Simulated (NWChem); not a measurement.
# Si2H5OF (SMILES O[SiH](F)[SiH3]): levels of theory compared

Wanted: a comparison of 3 runs (HF/STO-3G, HF/3-21G, B3LYP/6-31G*) of Si2H5OF. 

Program for the calculation: NWChem 7.3.0.

**1. The system as given**

Si2H5OF has 9 atoms, charge 0, and is taken as a singlet. As SMILES, `O[SiH](F)[SiH3]`. Geometry: relaxed at PBE0-D4/def2-TZVP. This is one conformer, not always the lowest.

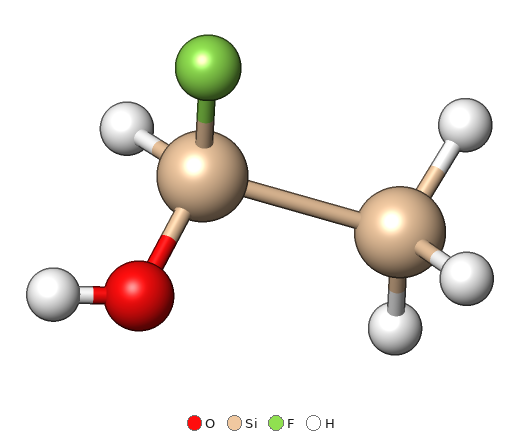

Viewed from a chosen angle; oxygen red, silicon light orange, fluorine green, hydrogen white.

**2. Energy and forces at HF/STO-3G (run 1)**

The input, run.xyz:

```xyz
9
FH5OSi2
O     -0.392500    -0.610800     1.768100
Si    -0.831500    -0.160600     0.257700
F     -1.775600     1.133800     0.319400
Si     1.135000     0.371100    -0.891700
H     -1.050500    -1.005600     2.343000
H     -1.664600    -1.215400    -0.380600
H      0.798700     0.860600    -2.255200
H      1.981700    -0.845200    -1.013900
H      1.887800     1.425600    -0.163800
```

The input, run.nw:

```
echo
START run
TITLE "FH5OSi2"
memory stack 880 mb heap 220 mb global 1100 mb

GEOMETRY units angstrom noautosym nocenter noautoz
  load run.xyz
END

BASIS spherical bse
  * library STO-3G
END

SCF
  thresh 1e-08
  maxiter 80
  print medium
END

TASK scf gradient
```

Run with:

```bash
$ nwchem run.nw > run.out
```

Output:

```text
[...]
  functions       =    33
[...]
  wavefunction    = RHF
[...]
         Total SCF energy =   -746.028599488476
      One-electron energy =  -1496.159178301087
      Two-electron energy =    522.294108314107
 Nuclear repulsion energy =    227.836470498504
        Time for solution =      1.4s
[...]
                         RHF ENERGY GRADIENTS
    atom               coordinates                        gradient
                 x          y          z           x          y          z
   1 O      -0.741717  -1.154245   3.341225   -0.034507  -0.008382  -0.006944
   2 Si     -1.571307  -0.303490   0.486982   -0.005229   0.020046   0.043563
   3 F      -3.355397   2.142571   0.603578    0.008549  -0.010134  -0.005092
   4 Si      2.144839   0.701277  -1.685069   -0.000348   0.003371   0.001360
   5 H      -1.985157  -1.900308   4.427628    0.025881   0.008722  -0.006453
   6 H      -3.145638  -2.296773  -0.719230   -0.018375  -0.019216  -0.011788
   7 H       1.509324   1.626298  -4.261710   -0.009063   0.010544  -0.030188
   8 H       3.744870  -1.597196  -1.915993    0.017385  -0.028294  -0.001747
   9 H       3.567425   2.693993  -0.309537    0.015706   0.023343   0.017288
[...]
```

Run time: 2.4 s. Hardware: 1 thread of AMD EPYC 9R14 (Zen 4), shared host; peak memory 0.099 GiB.

**3. Energy and forces at HF/3-21G (run 2)**

The input, mymol.nw:

```
start mymol
title "FH5OSi2 gradient"
memory 2200 mb
charge 0
geometry units angstrom noautosym nocenter noautoz
   O    -0.392500   -0.610800    1.768100
   Si   -0.831500   -0.160600    0.257700
   F    -1.775600    1.133800    0.319400
   Si    1.135000    0.371100   -0.891700
   H    -1.050500   -1.005600    2.343000
   H    -1.664600   -1.215400   -0.380600
   H     0.798700    0.860600   -2.255200
   H     1.981700   -0.845200   -1.013900
   H     1.887800    1.425600   -0.163800
end
basis spherical bse
   * library 3-21G
end
scf
   thresh 1e-08
   maxiter 80
end
task scf gradient
```

Run with:

```bash
$ nwchem mymol.nw > mymol.out
```

Output:

```text
[...]
  functions       =    54
[...]
  wavefunction    = RHF
[...]
         Total SCF energy =   -751.129727531496
      One-electron energy =  -1497.101317598341
      Two-electron energy =    518.135119568340
 Nuclear repulsion energy =    227.836470498504
        Time for solution =      1.6s
[...]
                         RHF ENERGY GRADIENTS
    atom               coordinates                        gradient
                 x          y          z           x          y          z
   1 O      -0.741717  -1.154245   3.341225    0.002519   0.006262  -0.016125
   2 Si     -1.571307  -0.303490   0.486982   -0.013471   0.012441   0.032576
   3 F      -3.355397   2.142571   0.603578    0.015840  -0.020904  -0.004044
   4 Si      2.144839   0.701277  -1.685069   -0.000600   0.000182   0.000975
   5 H      -1.985157  -1.900308   4.427628   -0.002591   0.002721  -0.012275
   6 H      -3.145638  -2.296773  -0.719230   -0.003186  -0.001364  -0.000660
   7 H       1.509324   1.626298  -4.261710   -0.000005   0.000331  -0.000029
   8 H       3.744870  -1.597196  -1.915993    0.000944  -0.000000  -0.000270
   9 H       3.567425   2.693993  -0.309537    0.000551   0.000331  -0.000149
[...]
```

Run time: 2.6 s. Hardware: 1 thread of AMD EPYC 9R14 (Zen 4), shared host; peak memory 0.099 GiB.

**4. Energy and forces at B3LYP/6-31G(d) (Cartesian functions) (run 3)**

The input, sp.nw:

```
START sp
memory total 2200 mb
GEOMETRY units angstrom noautosym nocenter noautoz
 O     -0.392500    -0.610800     1.768100
 Si    -0.831500    -0.160600     0.257700
 F     -1.775600     1.133800     0.319400
 Si     1.135000     0.371100    -0.891700
 H     -1.050500    -1.005600     2.343000
 H     -1.664600    -1.215400    -0.380600
 H      0.798700     0.860600    -2.255200
 H      1.981700    -0.845200    -1.013900
 H      1.887800     1.425600    -0.163800
END
BASIS
 O library 6-31G*
 Si library 6-31G*
 F library 6-31G*
 H library 6-31G*
END
DFT
 xc b3lyp
 mult 1
 grid xfine
 convergence energy 1e-08
 iterations 100
 mulliken
 noprint "final vectors analysis"
END
TASK dft gradient
```

Run with:

```bash
$ nwchem sp.nw > sp.out
```

Output:

```text
[...]
          Wavefunction type:  closed shell.
          No. of atoms     :     9
          No. of electrons :    50
[...]
          Charge           :     0
          Spin multiplicity:     1
[...]
          AO basis - number of functions:    78
[...]
              XC Information
              --------------
                         B3LYP Method XC Potential
                     Hartree-Fock (Exact) Exchange  0.200
                        Slater Exchange Functional  0.800 local
                    Becke 1988 Exchange Functional  0.720 non-local
              Lee-Yang-Parr Correlation Functional  0.810
                  VWN I RPA Correlation Functional  0.190 local
[...]
 d= 0,ls=0.0,diis     1   -757.0634362859 -9.85D+02  1.99D-02  8.58D-01     2.7
[...]
 d= 0,ls=0.0,diis    10   -757.1502926355 -1.60D-09  1.49D-07  1.61D-10    22.8
         Total DFT energy =     -757.150292635457
      One electron energy =    -1502.694836032679
           Coulomb energy =      580.610269081148
    Exchange-Corr. energy =      -62.902196182431
 Nuclear repulsion energy =      227.836470498504
[...]
  wavefunction    = closed shell
                         DFT ENERGY GRADIENTS
    atom               coordinates                        gradient
                 x          y          z           x          y          z
   1 O      -0.741717  -1.154245   3.341225   -0.010547   0.000625  -0.006778
   2 Si     -1.571307  -0.303490   0.486982   -0.002507   0.003625   0.010538
   3 F      -3.355397   2.142571   0.603578    0.007293  -0.009798  -0.000215
   4 Si      2.144839   0.701277  -1.685069    0.001504   0.001127  -0.001045
   5 H      -1.985157  -1.900308   4.427628    0.006262   0.003498  -0.005042
   6 H      -3.145638  -2.296773  -0.719230    0.000059   0.001482   0.001128
   7 H       1.509324   1.626298  -4.261710   -0.000520  -0.000305   0.000677
   8 H       3.744870  -1.597196  -1.915993   -0.000841   0.000134   0.000439
   9 H       3.567425   2.693993  -0.309537   -0.000703  -0.000388   0.000298
[...]
```

Wall time 29 s (1 thread of AMD EPYC 9R14 (Zen 4), shared host); peak memory 0.15 GiB.

**5. All runs side by side**

| run | level | Cartesian functions | iteration cap | energy (Eh) | dipole moment (D) | HOMO energy (eV) | LUMO energy (eV) | wall time |
| --- | --- | --- | --- | --- | --- | --- | --- | --- |
| 1 | HF/STO-3G | no | 80 | -746.028599 | 1.12 | -8.44 | 10.59 | 2.4 s |
| 2 | HF/3-21G | no | 80 | -751.129728 | 1.97 | -11.19 | 3.75 | 2.6 s |
| 3 | B3LYP/6-31G* (Cartesian functions) | yes | 100 | -757.150293 | 1.57 | – | – | 29 s |

**6. Outcome**

| quantity | value |
| --- | --- |
| run 3: total energy | -757.15029 Eh |
| run 3: dipole moment | 1.57 D |
| run 3: largest force on an atom | 0.645 eV/Å |

**Reading.** The dipole moment (its size) runs from 1.12 D (HF/STO-3G) to 1.97 D (HF/3-21G). In run 1 the basis is minimal, so the values are rough. All runs together took 34 s, the longest 29 s.
